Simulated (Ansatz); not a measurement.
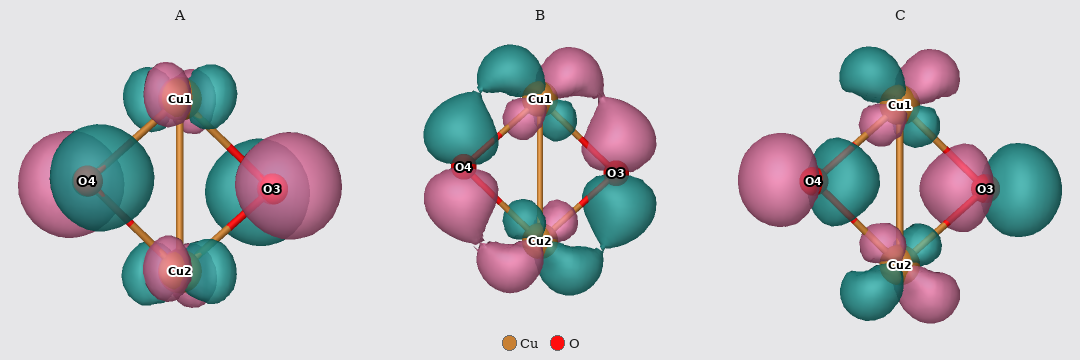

The picture shows: Cu2O2. Three frontier orbitals at ±0.15 Å⁻³ᐟ² (teal and pink are the two phases), in no order.

Geometry: PBE0-D4/def2-SVP.

All numbers below come from Ansatz 0.2.0, RKS PBE0-D4/def2-TZVP.

> Order the three orbitals by energy and name them.

B is the HOMO−1 (−7.23 eV). It lies mainly on Cu1 (about 30 %), Cu2 (about 30 %), O3 (about 20 %) and O4 (about 20 %); it is symmetric in the molecular plane (an in-plane orbital: σ, lone-pair or in-plane π type); it is gerade (even under inversion). A is the HOMO (−6.89 eV). By Hirshfeld shares it lies mainly on O3 (about 35 %), O4 (about 35 %), Cu1 (about 15 %) and Cu2 (about 15 %); it changes sign across the molecular plane (π type); it is gerade (even under inversion); π-bonding across Cu1–O3 and Cu2–O4; π-antibonding (a node) across Cu1–Cu2, Cu1–O4 and Cu2–O3. C is the LUMO (−3.78 eV). It lies mainly on O3 (about 25 %), O4 (about 25 %), Cu1 (about 25 %) and Cu2 (about 25 %); it is symmetric in the molecular plane (an in-plane orbital: σ, lone-pair or in-plane π type); it is ungerade (odd under inversion).

> What is the HOMO–LUMO gap?

3.11 eV between the orbital energies.
